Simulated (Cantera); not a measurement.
A closed system holds: 1 mol Si₃N₄, 0.46 mol H₂O, 36 mol N₂, 1 mol O₂, at 1.80 Pa.

Method: chemical equilibrium by Gibbs-energy minimisation in Cantera with the NASA 1993 tables (ideal gas, pure condensed phases). Candidate condensed phases: H₂O, Si, SiO₂, Si₂N₂O, Si₃N₄; 35 gas species. Mutual solubility and eutectic melting of coexisting phases are not modelled. The tables' values for SiN are old estimates; treat these amounts as uncertain. The tables hold silica as quartz up to 1696 K and as liquid above; real silica turns to tridymite and cristobalite and melts near 1996 K. Equilibrium is a limit: real reactors are often held back by kinetics, nucleation or transport.

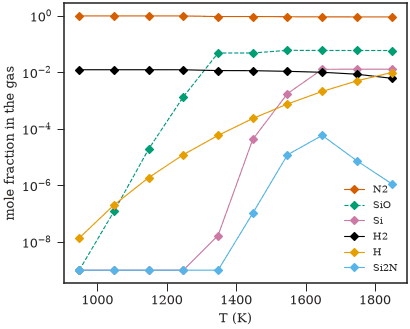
*Equilibrium gas composition (values under 1e-9 drawn at 1e-9)*

**Question.** Read off the mole fractions at 1248 K.

**Answer.** N₂ about 0.99, H₂ about 0.012, SiO about 0.0014, H about 1.2e-5.
